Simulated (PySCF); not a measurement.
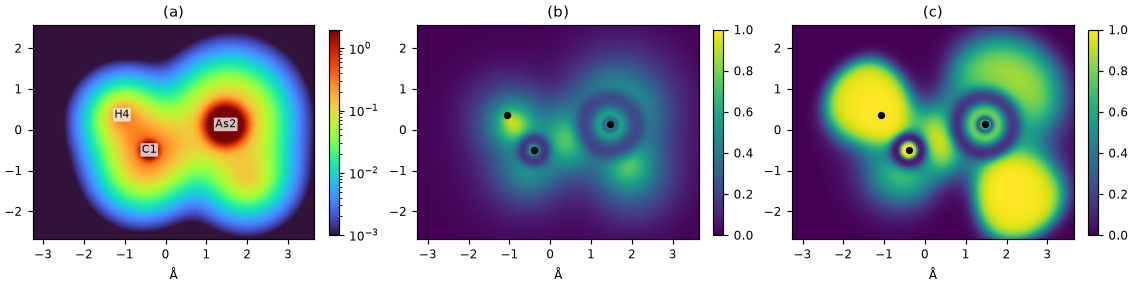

CH5As, SMILES `C[AsH2]`. Three fields in the plane of C1, As2 and H4.

Method: PBE0/def2-TZVP; geometry: GFN2-xTB; program: PySCF. No frequency check shows the geometry to be a minimum. GFN2-xTB bond lengths at metals and heavier atoms can be off by up to 0.1 Å and shapes distorted, which carries into these values.

Input

```python
import numpy as np
from pyscf import gto, scf, dft
from pyscf.scf import atom_ks, atom_hf
from scipy.linalg import block_diag

def solve(mol, dm0=None, hcore=None):
    mf = (dft.UKS if mol.spin else dft.RKS)(mol, xc='pbe0')
    mf.grids.level = 3
    mf = mf.density_fit(auxbasis='def2-universal-jkfit')
    mf.conv_tol, mf.max_cycle = 1e-8, 80
    if hcore is not None:
        mf.get_hcore = lambda *args: hcore
    mf.kernel(dm0)
    if not mf.converged:
        mf = mf.newton().run(mf.mo_coeff, mf.mo_occ, max_cycle=30)
    assert mf.converged, 'SCF not converged'
    return mf

mol = gto.M(atom='''
C      1.55068     0.00004    -0.01869
As    -0.42178    -0.00020     0.06517
H      1.93649    -0.88271     0.49133
H      1.93653     0.87924     0.49704
H      1.91795     0.00369    -1.04268
H     -0.58807     1.05707    -0.98867
H     -0.58812    -1.05080    -0.99549
''', basis='def2-tzvp', charge=0, spin=0, verbose=4)
mf = solve(mol)
mf.analyze()
# spherically averaged free atoms, for the promolecule
atm = atom_ks.get_atm_nrks(mol, xc='pbe0')
pro = block_diag(*[(atm[a[0]][2] * atm[a[0]][3]) @ atm[a[0]][2].T for a in mol._atom])
np.savez('result.npz', e=mf.e_tot, c=mf.mo_coeff, occ=mf.mo_occ, eps=mf.mo_energy, pro=pro, dip=mf.dip_moment(verbose=0), s2=mf.spin_square()[0])
```

Launched as:

```sh
OMP_NUM_THREADS=1 python input.py
```

The run took 8.4 s on 1 thread of Arm Neoverse V2, on a shared host, peak memory 0.44 GiB.

Partitions, critical points and surface values were worked out afterwards from this run's density.

The panels show, in some order, the electron localisation function (ELF), electron density and localised orbital locator (LOL). Which is which?

(a) is the electron density: it is positive everywhere and peaks at the nuclei. (b) is the localised orbital locator (LOL): it runs from 0 to 1, peaks where electrons are localised, as in bonds, and fades smoothly outside. (c) is the electron localisation function (ELF): it runs from 0 to 1 and is close to 1 over wide basins that fill the valence regions.
